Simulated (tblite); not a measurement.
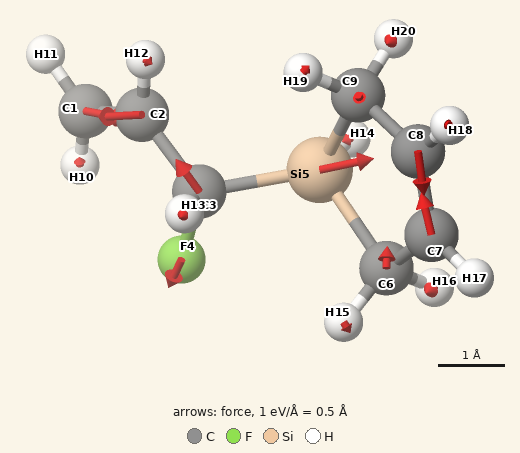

Starting geometry of C7H11FSi with the computed forces as red arrows. The picture is a ball-and-stick view, seen at a tilt.

Level of theory: GFN2-xTB geometry optimisation, gas phase (tblite 0.8.0). 

### Is this structure relaxed? If not, where do the atoms go?

It isn't relaxed: the largest force vector, on C2, is 2.20 eV/Å. The final displacements have little in common with the starting forces (cosine between the two patterns 0.18). After 77 geometry steps the energy has fallen by 0.216 eV. The largest move after the best rigid fit is that of H14, 0.25 Å. By element the largest moves are H 0.25 Å, C 0.16 Å, F 0.15 Å, Si 0.06 Å. Some distances before and after: C3–Si5 1.878 → 1.934 Å, C1–C2 1.358 → 1.320 Å, C3–F4 1.353 → 1.390 Å, C7–C8 1.349 → 1.321 Å. Bond angles that change, for instance: C3–Si5–H14 115.3° → 108.3°, H15–C6–H16 110.6° → 106.1°, C3–C2–H12 117.7° → 113.4°.
